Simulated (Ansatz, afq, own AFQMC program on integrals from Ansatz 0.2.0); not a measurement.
# CH₃Ge (doublet): quantum Monte Carlo beside coupled cluster at twist about Ge1–C2 = 90.0°, cc-pVDZ

How near does AFQMC come to the top of the ladder for CH₃Ge (doublet)?

Method: cc-pVDZ, frozen cores; program: Ansatz 0.2.0, Gaussian basis, and an in-house AFQMC program (afq) on its integrals; all values are calculated.

Plan: PBE (unrestricted); r2SCAN (unrestricted); PBE0 (unrestricted); B3LYP (unrestricted); wB97M-V (unrestricted); B2PLYP (unrestricted); CCSD(T) on ROHF; Phaseless AFQMC, CISD trial on ROHF; CCSD(T) on UHF; Phaseless AFQMC, CISD trial on UHF.

## (1) The system

The geometry derives from a PBE0/def2-TZVP stationary point (not a proven minimum). One half is turned about the bond named; the halves are rigid. No spin-orbit coupling is included. The filled d shell of Ge may be among the frozen orbitals whatever the setting's name suggests; the logs give the count.

5 atoms, charge 0, spin multiplicity 2.

Atoms are counted from 1 here; the program's logs count them from 0.

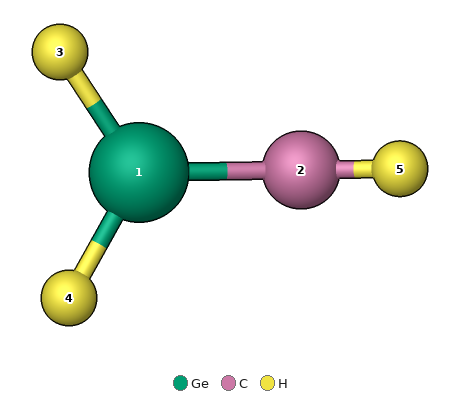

The structure; germanium teal, carbon pink, hydrogen yellow; atoms are numbered from 1 in the order of the file.

## (2) PBE (unrestricted)

Contents of in.yaml:

```yaml
crystal:
  periodic: [false, false, false]
  atoms:
    - {symbol: Ge, position_ang: [-0.005805, 0.015022, 0.251907]}
    - {symbol: C, position_ang: [-0.005805, -0.086874, -1.495580]}
    - {symbol: H, position_ang: [-0.005805, 1.342076, 1.010667]}
    - {symbol: H, position_ang: [-0.005805, -1.247236, 1.102000]}
    - {symbol: H, position_ang: [0.499151, -0.142270, -2.445602]}
basis:
  gaussian: {orbitals: cc-pVDZ}
magnetization: {spin_polarized: true, initial_magnetization: 1}
hamiltonian: {xc: {name: PBE}}
output: {orbitals: {seedname: orbitals}}
```

Command:

```
$ ansatz run in.yaml --threads 1 --pin off --events-out ev --progress --plain --max-ram 1382MiB
```

Log:

```text
Functional definition: PBE
  name "PBE"
  cite "Perdew, Burke & Ernzerhof, Phys. Rev. Lett. 77, 3865 (1996) doi:10.1103/PhysRevLett.77.3865"
  parent pbe
  parameter kappa = 0.804
  parameter beta = 0.06672455060314922
  exchange = pbe_x(kappa = kappa, mu = beta*pi^2/3)
  correlation = pbe_c(beta = beta)
729 factors; their error is unknown
mean field evaluation 1: about -57580.5602 eV, gradient 3.7e1 eV
mean field evaluation 2: about -57530.6929 eV, gradient 7.1e1 eV
mean field evaluation 4: about -57588.7466 eV, gradient 3.4e0 eV
mean field evaluation 8: about -57588.8592 eV, gradient 1.9e-1 eV
mean field evaluation 16: about -57588.8507 eV, gradient 7.9e-4 eV
mean field -57588.85067810 eV, -2116.3512272951 hartree, gradient 2.2e-5 eV, S^2 0.782389; 2 other end points of the search recorded, 0 dependent functions left out
reference -57588.85070728 eV, -2116.3512283675 hartree; 21, 20 occupied and 35, 36 virtual orbitals, 729 factors
Total energy: -57588.85070728 eV, -2116.3512283675 hartree
```

It took 1.6 s on 1 thread of Arm Neoverse V2, shared host.

From the report: ⟨S²⟩ of the determinant 0.782 (pure doublet: 0.75).

## (3) r2SCAN (unrestricted)

in.yaml: that of step 2 with these lines changed.

```diff
@@ -11,3 +11,2 @@
 magnetization: {spin_polarized: true, initial_magnetization: 1}
-hamiltonian: {xc: {name: PBE}}
-output: {orbitals: {seedname: orbitals}}
+hamiltonian: {xc: {name: r2SCAN}}
```

Same command.

Log:

```text
Functional definition: r2SCAN
  name "r2SCAN"
  cite "Furness, Kaplan, Ning, Perdew & Sun, J. Phys. Chem. Lett. 11, 8208 (2020) doi:10.1021/acs.jpclett.0c02405"
  cite "Furness, Kaplan, Ning, Perdew & Sun, J. Phys. Chem. Lett. 11, 9248 (2020) doi:10.1021/acs.jpclett.0c03077"
  parent r2scan
  parameter k0 = 0.174
  parameter k1 = 0.065
  parameter a1 = 4.9479
  exchange = r2scan_x(k0 = k0, k1 = k1, a1 = a1)
  correlation = r2scan_c
729 factors; their error is unknown
mean field evaluation 1: about -57591.6435 eV, gradient 3.3e1 eV
mean field evaluation 2: about -57549.7882 eV, gradient 6.5e1 eV
mean field evaluation 4: about -57598.0492 eV, gradient 2.4e0 eV
mean field evaluation 8: about -57598.1269 eV, gradient 2.0e-1 eV
mean field evaluation 16: about -57598.1259 eV, gradient 9.3e-4 eV
mean field -57598.12593319 eV, -2116.6920866327 hartree, gradient 1.8e-5 eV, S^2 0.872261; 2 other end points of the search recorded, 0 dependent functions left out
reference -57598.12594263 eV, -2116.6920869795 hartree; 21, 20 occupied and 35, 36 virtual orbitals, 729 factors
Total energy: -57598.12594263 eV, -2116.6920869795 hartree
```

Wall time 4.6 s (1 thread of Arm Neoverse V2, shared host).

From the report: ⟨S²⟩ of the determinant 0.872 (pure doublet: 0.75).

## (4) PBE0 (unrestricted)

in.yaml: that of step 3 with these lines changed.

```diff
@@ -11,2 +11,3 @@
 magnetization: {spin_polarized: true, initial_magnetization: 1}
-hamiltonian: {xc: {name: r2SCAN}}
+hamiltonian: {xc: {name: PBE0}}
+output: {orbitals: {seedname: orbitals}}
```

Same command.

Log:

```text
Functional definition: PBE0
  name "PBE0"
  cite "Adamo & Barone, J. Chem. Phys. 110, 6158 (1999) doi:10.1063/1.478522"
  cite "Perdew, Burke & Ernzerhof, Phys. Rev. Lett. 77, 3865 (1996) doi:10.1103/PhysRevLett.77.3865"
  parent pbe
  parameter a = 0.25
  parameter kappa = 0.804
  parameter beta = 0.06672455060314922
  exchange = (1 - a)*pbe_x(kappa = kappa, mu = beta*pi^2/3) + a*exact_x
  correlation = pbe_c(beta = beta)
590 factors; integrals over basis functions are off by at most 1.0e-3 eV
mean field evaluation 1: about -57585.3068 eV, gradient 2.9e1 eV
mean field evaluation 2: about -57569.9186 eV, gradient 5.1e1 eV
mean field evaluation 4: about -57590.4132 eV, gradient 1.7e0 eV
mean field evaluation 8: about -57590.4832 eV, gradient 3.3e-1 eV
mean field evaluation 16: about -57590.4971 eV, gradient 2.9e-3 eV
mean field -57590.49712388 eV, -2116.4117330617 hartree, gradient 5.1e-5 eV, S^2 0.844022; 2 other end points of the search recorded, 0 dependent functions left out
reference -57590.49714621 eV, -2116.4117338822 hartree; 21, 20 occupied and 35, 36 virtual orbitals, 590 factors
Total energy: -57590.49714621 eV, -2116.4117338822 hartree
```

Wall time 2.5 s (1 thread of Arm Neoverse V2, shared host).

From the report: ⟨S²⟩ of the determinant 0.844 (pure doublet: 0.75).

## (5) B3LYP (unrestricted)

in.yaml: that of step 4 with these lines changed.

```diff
@@ -11,3 +11,2 @@
 magnetization: {spin_polarized: true, initial_magnetization: 1}
-hamiltonian: {xc: {name: PBE0}}
-output: {orbitals: {seedname: orbitals}}
+hamiltonian: {xc: {name: B3LYP}}
```

The command is unchanged.

Log (excerpt; [...] marks lines left out):

```text
Functional definition: B3LYP
  name "B3LYP"
  cite "Stephens, Devlin, Chabalowski & Frisch, J. Phys. Chem. 98, 11623 (1994) doi:10.1021/j100096a001"
  cite "Becke, Phys. Rev. A 38, 3098 (1988) doi:10.1103/PhysRevA.38.3098"
  cite "Lee, Yang & Parr, Phys. Rev. B 37, 785 (1988) doi:10.1103/PhysRevB.37.785"
  cite "Vosko, Wilk & Nusair, Can. J. Phys. 58, 1200 (1980) doi:10.1139/p80-159"
[...]
590 factors; integrals over basis functions are off by at most 1.0e-3 eV
[...]
mean field -57600.33755742 eV, -2116.7733623239 hartree, gradient 6.6e-5 eV, S^2 0.799701; 2 other end points of the search recorded, 0 dependent functions left out
reference -57600.33776213 eV, -2116.7733698469 hartree; 21, 20 occupied and 35, 36 virtual orbitals, 590 factors
Total energy: -57600.33776213 eV, -2116.7733698469 hartree
```

It took 2.4 s on 1 thread of Arm Neoverse V2, shared host.

From the report: ⟨S²⟩ of the determinant 0.800 (pure doublet: 0.75).

## (6) wB97M-V (unrestricted)

in.yaml: that of step 5 with these lines changed.

```diff
@@ -11,2 +11,3 @@
 magnetization: {spin_polarized: true, initial_magnetization: 1}
-hamiltonian: {xc: {name: B3LYP}}
+hamiltonian: {xc: {name: wB97M-V}}
+output: {orbitals: {seedname: orbitals}}
```

Launched as before.

Log (excerpt; [...] marks lines left out):

```text
Functional definition: wB97M-V
  name "wB97M-V"
  cite "Mardirossian & Head-Gordon, J. Chem. Phys. 144, 214110 (2016) doi:10.1063/1.4952647"
  cite "Becke, J. Chem. Phys. 107, 8554 (1997) doi:10.1063/1.475007"
  cite "Vydrov & Van Voorhis, J. Chem. Phys. 133, 244103 (2010) doi:10.1063/1.3521275"
  # Of w^i u^j: cxij and so on, Table III.
[...]
  gx(w, u) = 1 - cx + cx01*u + cx10*w
  gss(w, u) = css00 + css04*u^4 + css10*w + css20*w^2 + css43*w^4*u^3
  gos(w, u) = cos00 + cos10*w + (cos20 + cos21*u)*w^2 + (cos60 + cos61*u)*w^6
[...]
      + integral(e_c_pw_mod_opposite_spin*gos(b97_w_opposite, b97_u_opposite)) + vv10(b, c)
590 factors; integrals over basis functions are off by at most 1.0e-3 eV
181 factors; integrals over basis functions are off by at most 5.1e-6 eV
[...]
mean field -57594.99176686 eV, -2116.5769081444 hartree, gradient 6.6e-5 eV, S^2 0.834446; 2 other end points of the search recorded, 0 dependent functions left out
reference -57594.99180065 eV, -2116.5769093862 hartree; 21, 20 occupied and 35, 36 virtual orbitals, 590 factors
Total energy: -57594.99180065 eV, -2116.5769093862 hartree
```

It took 11 s on 1 thread of Arm Neoverse V2, shared host.

From the report: ⟨S²⟩ of the determinant 0.834 (pure doublet: 0.75).

## (7) B2PLYP (unrestricted)

in.yaml: that of step 6 with these lines changed.

```diff
@@ -11,3 +11,3 @@
 magnetization: {spin_polarized: true, initial_magnetization: 1}
-hamiltonian: {xc: {name: wB97M-V}}
-output: {orbitals: {seedname: orbitals}}
+hamiltonian: {xc: {name: B2PLYP}}
+correlation: {electrons: outside_noble_gas}
```

The command is unchanged.

Log (excerpt; [...] marks lines left out):

```text
Functional definition: B2PLYP
  name "B2PLYP"
  cite "Grimme, J. Chem. Phys. 124, 034108 (2006) doi:10.1063/1.2148954"
  cite "Becke, Phys. Rev. A 38, 3098 (1988) doi:10.1103/PhysRevA.38.3098"
  cite "Lee, Yang & Parr, Phys. Rev. B 37, 785 (1988) doi:10.1103/PhysRevB.37.785"
[...]
590 factors; integrals over basis functions are off by at most 1.0e-3 eV
[...]
mean field -57584.39703477 eV, -2116.1875589214 hartree, gradient 4.4e-6 eV, S^2 0.992000; 2 other end points of the search recorded, 0 dependent functions left out
15 core orbitals not correlated: weight in the atoms' cores, before any rotation towards them, 0.998 or more for the frozen orbitals, at most 0.002 for the correlated occupied ones
reference -57584.39716781 eV, -2116.1875638107 hartree; 6, 5 occupied and 35, 36 virtual orbitals, 590 factors
second order -6.74962254 eV of doubles, -0.00000000 eV of singles
Total energy: -57586.21956589 eV, -2116.2545357050 hartree
```

Wall time 2.7 s (1 thread of Arm Neoverse V2, shared host).

From the report: ⟨S²⟩ of the determinant 0.992 (pure doublet: 0.75).

## (8) CCSD(T) on ROHF

in.yaml: that of step 7 with these lines changed.

```diff
@@ -10,4 +10,3 @@
   gaussian: {orbitals: cc-pVDZ}
-magnetization: {spin_polarized: true, initial_magnetization: 1}
-hamiltonian: {xc: {name: B2PLYP}}
-correlation: {electrons: outside_noble_gas}
+magnetization: {spin_polarized: false, initial_magnetization: 1}
+correlation: {method: ccsd_t, electrons: outside_noble_gas, hamiltonian_folder: ham}
```

The command is unchanged.

Log (excerpt; [...] marks lines left out):

```text
Functional definition: HF
  name "HF"
  cite "Fock, Z. Phys. 61, 126 (1930) doi:10.1007/BF01340294"
  parent pbe
[...]
590 factors; integrals over basis functions are off by at most 1.0e-3 eV
[...]
mean field -57546.61755509 eV, -2114.7991886511 hartree, gradient 2.3e-6 eV, S^2 0.750000; 4 other end points of the search recorded, 0 dependent functions left out
[...]
determinant -57546.61755509 eV, -2114.7991886511 hartree, with singles and doubles -57553.39241870 eV, -2115.0481602966 hartree
determinant -57545.00437678 eV, -2114.7399054417 hartree, with singles and doubles -57551.43449158 eV, -2114.9762078021 hartree
determinant -57544.01765069 eV, -2114.7036439268 hartree, with singles and doubles -57550.30518887 eV, -2114.9347066931 hartree
determinant -57546.52085049 eV, -2114.7956348226 hartree, with singles and doubles -57553.38641451 eV, -2115.0479396468 hartree
determinant -57546.52085049 eV, -2114.7956348226 hartree, with singles and doubles -57553.38939228 eV, -2115.0480490778 hartree
determinant -57546.61755509 eV, -2114.7991886511 hartree, with singles and doubles -57553.39472107 eV, -2115.0482449071 hartree
unrestricted determinant -57547.22776344 eV, -2114.8216133946 hartree, S^2 1.3480
15 core orbitals not correlated: weight in the atoms' cores, before any rotation towards them, 0.999 or more for the frozen orbitals, at most 0.001 for the correlated occupied ones
reference -57546.61755509 eV, -2114.7991886511 hartree; 6, 5 occupied and 35, 36 virtual orbitals, 590 factors
second order -5.72236761 eV of doubles, -0.06987693 eV of singles
cycle   1  -6.77716705 eV  change   -1.1e-6 eV  update   3.3e-6
perturbative correction -0.25688714 eV, -0.0094404284 hartree
Total energy: -57553.65160928 eV, -2115.0576853748 hartree
```

Wall time 9 s (1 thread of Arm Neoverse V2, shared host).

From the report: correlation -7.0341 eV; T1 0.032; largest double amplitude 0.16.

This run also writes the integrals to the folder ham.

## (9) Phaseless AFQMC, CISD trial on ROHF

It reads the integrals that the CCSD(T) run on this determinant wrote.

Command:

```
$ afq ham --method phaseless --trial cisd --walkers 60 --populations 1 --least-time 40 --time-step 0.005 --steps-per-block 50 --equilibration-blocks 40 --max-blocks 300 --target-error 0.0008 --factor-cut 1e-05 --start spin_pure --seed 6008 --release-times 0.24,0.51,0.99,1.62,2.4 --release-step 0.03 --release-every 4 --taylor-order 6
```

Log:

```text
orbitals 41  electrons 6 5  factors 334 of 590
reference energy -2114.79918865 Eh
CCSD correlation -0.24905616 Eh in 15 cycles, weight of the determinant in the CISD state 0.8442
energy of the start -2115.048244 Eh
 block  time / (1/Eh)  mean weight  energy / Eh
     1     0.250  1.0012  -2115.044565
     2     0.500  0.9998  -2115.045045
     3     0.750  0.9999  -2115.047939
     4     1.000  1.0005  -2115.048777
     5     1.250  0.9996  -2115.062614
     6     1.500  1.0015  -2115.057724
     7     1.750  1.0007  -2115.058946
     8     2.000  0.9995  -2115.059325
     9     2.250  0.9983  -2115.056000
    10     2.500  0.9988  -2115.058982
    11     2.750  1.0009  -2115.066747
    16     4.000  1.0021  -2115.068321
    21     5.250  0.9991  -2115.061376
    26     6.500  0.9987  -2115.063040
    31     7.750  1.0025  -2115.049801
    36     9.000  1.0009  -2115.063224
    41    10.250  1.0005  -2115.051209
    46    11.500  0.9993  -2115.055966
    51    12.750  0.9993  -2115.059315
    56    14.000  0.9980  -2115.058171
    61    15.250  1.0011  -2115.061770
    66    16.500  1.0020  -2115.064706
    71    17.750  1.0001  -2115.062797
    76    19.000  0.9983  -2115.061247
    81    20.250  1.0016  -2115.054868
    86    21.500  0.9987  -2115.063153
    91    22.750  0.9971  -2115.064750
    96    24.000  0.9979  -2115.058274
   101    25.250  1.0008  -2115.062929
   106    26.500  1.0031  -2115.049717
   111    27.750  1.0000  -2115.058254
   116    29.000  0.9994  -2115.059052
   121    30.250  0.9992  -2115.070379
   126    31.500  1.0003  -2115.056328
   131    32.750  1.0022  -2115.053674
   136    34.000  1.0014  -2115.051202
   141    35.250  0.9996  -2115.056328
   146    36.500  0.9981  -2115.052379
   151    37.750  0.9989  -2115.056927
   156    39.000  0.9992  -2115.053518
   161    40.250  0.9988  -2115.060974
   166    41.500  0.9991  -2115.052433
   171    42.750  0.9986  -2115.054069
   176    44.000  1.0014  -2115.063652
   181    45.250  0.9997  -2115.051275
   186    46.500  1.0012  -2115.061925
   191    47.750  1.0009  -2115.055860
   196    49.000  1.0002  -2115.056181
blocks merged  error / Eh  count
     1  0.000378  160
     2  0.000452  80
     4  0.000539  40
     8  0.000635  20
    16  0.000690  10
released: time / (1/Eh)  energy / Eh  error  mean overlap
  0.24  -2115.058015  0.000508  0.9965
  0.51  -2115.058796  0.000650  1.0052
  0.99  -2115.059094  0.000794  1.0082
  1.62  -2115.059052  0.000812  1.0227
  2.40  -2115.058604  0.000962  1.0059
energy -2115.057855 +/- 0.000635 Eh
```

Run time: 4.8 min. Hardware: 1 thread of Arm Neoverse V2, shared host.

Energy -57553.6562 ± 0.0173 eV. Caveats: constraint bias not in the error.

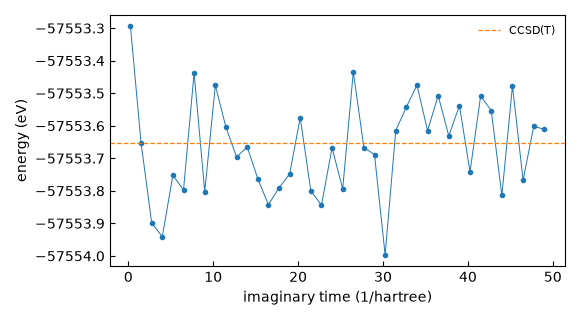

Block energies along the walk.

## (10) CCSD(T) on UHF

in.yaml: that of step 8 with these lines changed.

```diff
@@ -10,3 +10,3 @@
   gaussian: {orbitals: cc-pVDZ}
-magnetization: {spin_polarized: false, initial_magnetization: 1}
+magnetization: {spin_polarized: true, initial_magnetization: 1}
 correlation: {method: ccsd_t, electrons: outside_noble_gas, hamiltonian_folder: ham}
```

Command:

```
$ ansatz run in.yaml --threads 1 --pin off --events-out ev --progress --plain --max-ram 1382MiB
```

Log (excerpt; [...] marks lines left out):

```text
Functional definition: HF
  name "HF"
  cite "Fock, Z. Phys. 61, 126 (1930) doi:10.1007/BF01340294"
  parent pbe
[...]
590 factors; integrals over basis functions are off by at most 1.0e-3 eV
[...]
mean field -57547.22776344 eV, -2114.8216133946 hartree, gradient 1.5e-6 eV, S^2 1.347975; 5 other end points of the search recorded, 0 dependent functions left out
15 core orbitals not correlated: weight in the atoms' cores, before any rotation towards them, 0.998 or more for the frozen orbitals, at most 0.002 for the correlated occupied ones
reference -57547.22776344 eV, -2114.8216133946 hartree; 6, 5 occupied and 35, 36 virtual orbitals, 590 factors
second order -4.86849501 eV of doubles, -0.00000000 eV of singles
cycle   1  -5.56189734 eV  change   -6.9e-1 eV  update   8.5e-2
[...]
cycle  13  -6.16024629 eV  change    9.5e-6 eV  update   1.3e-5
perturbative correction -0.22330522 eV, -0.0082063156 hartree
Total energy: -57553.61131496 eV, -2115.0562045859 hartree
```

Run time: 14 s. Hardware: 1 thread of Arm Neoverse V2, shared host.

From the report: ⟨S²⟩ of the determinant 1.348 (pure doublet: 0.75); correlation -6.3836 eV; T1 0.068; largest double amplitude 0.16. The determinant is far from a pure spin state, so its energy mixes those of several spin states (harmless only where they are near-degenerate, as at dissociation).

This run also writes the integrals to the folder ham.

## (11) Phaseless AFQMC, CISD trial on UHF

It reads the integrals that the CCSD(T) run on this determinant wrote.

Command:

```
$ afq ham --method phaseless --trial cisd --walkers 60 --populations 1 --least-time 40 --time-step 0.005 --steps-per-block 50 --equilibration-blocks 40 --max-blocks 300 --target-error 0.0008 --factor-cut 1e-05 --start spin_pure --seed 6008 --release-times 0.24,0.51,0.99,1.62,2.4 --release-step 0.03 --release-every 4 --taylor-order 6
```

Log:

```text
orbitals 41  electrons 6 5  factors 334 of 590
reference energy -2114.82161339 Eh
CCSD correlation -0.22638505 Eh in 15 cycles, weight of the determinant in the CISD state 0.7757
energy of the start -2115.014794 Eh
 block  time / (1/Eh)  mean weight  energy / Eh
     1     0.250  1.0015  -2115.029292
     2     0.500  1.0000  -2115.038274
     3     0.750  1.0001  -2115.044915
     4     1.000  1.0006  -2115.048408
     5     1.250  0.9997  -2115.065868
     6     1.500  1.0015  -2115.059120
     7     1.750  1.0008  -2115.060133
     8     2.000  0.9996  -2115.060895
     9     2.250  0.9985  -2115.058455
    10     2.500  0.9988  -2115.063905
    11     2.750  1.0009  -2115.068460
    16     4.000  1.0023  -2115.074741
    21     5.250  0.9990  -2115.062917
    26     6.500  0.9987  -2115.061740
    31     7.750  1.0026  -2115.046593
    36     9.000  0.9997  -2115.061235
    41    10.250  1.0004  -2115.054051
    46    11.500  0.9993  -2115.057308
    51    12.750  0.9995  -2115.061913
    56    14.000  0.9981  -2115.060914
    61    15.250  1.0010  -2115.064593
    66    16.500  1.0018  -2115.066536
    71    17.750  1.0001  -2115.066894
    76    19.000  0.9988  -2115.065496
    81    20.250  1.0015  -2115.060163
    86    21.500  0.9985  -2115.066507
    91    22.750  0.9972  -2115.065586
    96    24.000  0.9979  -2115.053514
   101    25.250  1.0007  -2115.063364
   106    26.500  1.0030  -2115.049505
   111    27.750  1.0002  -2115.065650
   116    29.000  0.9991  -2115.064786
   121    30.250  0.9992  -2115.070343
   126    31.500  1.0003  -2115.060485
   131    32.750  1.0019  -2115.054588
   136    34.000  1.0009  -2115.050107
   141    35.250  0.9998  -2115.051836
   146    36.500  0.9986  -2115.054582
   151    37.750  0.9990  -2115.059390
   156    39.000  0.9993  -2115.058127
   161    40.250  0.9987  -2115.060533
   166    41.500  0.9993  -2115.054215
   171    42.750  0.9986  -2115.057582
   176    44.000  1.0021  -2115.062988
   181    45.250  0.9994  -2115.051290
   186    46.500  1.0010  -2115.067586
   191    47.750  1.0010  -2115.057465
   196    49.000  1.0005  -2115.055521
blocks merged  error / Eh  count
     1  0.000424  160
     2  0.000512  80
     4  0.000607  40
     8  0.000722  20
    16  0.000770  10
released: time / (1/Eh)  energy / Eh  error  mean overlap
  0.24  -2115.059629  0.000673  0.9972
  0.51  -2115.060111  0.000840  1.0035
  0.99  -2115.060000  0.001004  1.0022
  1.62  -2115.058952  0.001026  1.0244
  2.40  -2115.060817  0.001074  0.9880
energy -2115.059445 +/- 0.000722 Eh
```

Wall time 4.8 min (1 thread of Arm Neoverse V2, shared host).

Energy -57553.6995 ± 0.0197 eV. Caveats: constraint bias not in the error.

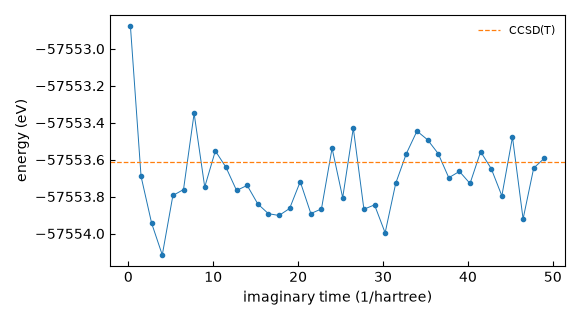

Block energies along the walk.

## (12) AFQMC on the ladder

On the ROHF determinant, counted from CCSD(T) (a yardstick, not exact):

| level | energy (eV) | from CCSD(T) (kJ/mol) | statistical error (kJ/mol) | time |
| --- | --- | --- | --- | --- |
| HF | -57546.6176 | +678.7 |  |  |
| MP2 | -57552.4098 | +119.8 |  |  |
| CCSD | -57553.3947 | +24.8 |  |  |
| CCSD(T) | -57553.6516 | 0.0 |  |  |
| Phaseless AFQMC, CISD trial, step 0.005, 60 walkers | -57553.6562 | -0.4 | 1.7 | 4.8 min |

On the UHF determinant, counted from CCSD(T) (a yardstick, not exact):

| level | energy (eV) | from CCSD(T) (kJ/mol) | statistical error (kJ/mol) | time |
| --- | --- | --- | --- | --- |
| HF | -57547.2278 | +615.9 |  |  |
| MP2 | -57552.0963 | +146.2 |  |  |
| CCSD | -57553.3880 | +21.5 |  |  |
| CCSD(T) | -57553.6113 | 0.0 |  |  |
| Phaseless AFQMC, CISD trial, step 0.005, 60 walkers | -57553.6995 | -8.5 | 1.9 | 4.8 min |

The functionals' totals stand on their own zeros and serve differences with other points: PBE -57588.851 eV; r2SCAN -57598.126 eV; PBE0 -57590.497 eV; B3LYP -57600.338 eV; wB97M-V -57594.992 eV; B2PLYP -57586.220 eV.

## (13) What came out

```
                                        quantity              value
Phaseless AFQMC, CISD trial on ROHF from CCSD(T)  -0.4 ± 1.7 kJ/mol
 Phaseless AFQMC, CISD trial on UHF from CCSD(T)  -8.5 ± 1.9 kJ/mol
```

On ROHF the phaseless walk with the CISD trial lies -0.4 kJ/mol from CCSD(T), within three error bars. On UHF the phaseless walk with the CISD trial lies -8.5 kJ/mol from CCSD(T), 4 times its error bar. Error bars are statistical and leave out the constraint, the time step and what remains of the start.
